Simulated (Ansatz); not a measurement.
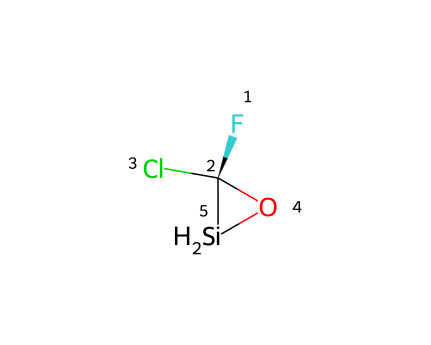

A structural formula, with wedges where it has stereocentres; small numbers name the atoms. The configuration is that of a computed structure (PBE-D4/def2-SVP).

What are the Cahn–Ingold–Prelog descriptors?

C2: S.

Write the isomeric SMILES.

F[C@@]1(Cl)O[SiH2]1
